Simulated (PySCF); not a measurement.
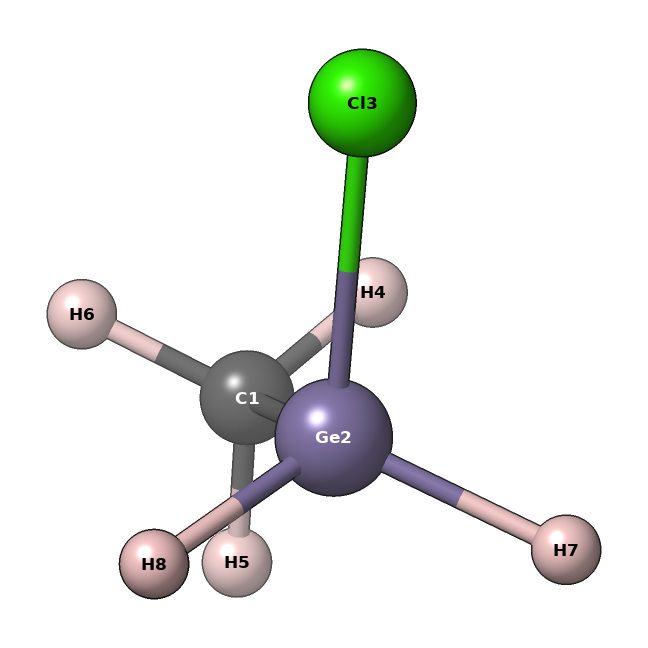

C1 lies behind Ge2. The molecule seen a little off the Ge2–C1 bond, Ge2 in front. Atoms fade into the background with distance from the viewer. Computed geometry: PBE0-D3(BJ)/def2-SVP optimisation. No frequency run is at hand to confirm it as a minimum.

What is the torsion angle Cl3–Ge2–C1–H4? The sign is positive where the front bond must turn clockwise to cover the back bond.

Answer. 58°, synclinal (gauche). The bonds about Ge2–C1 are staggered.
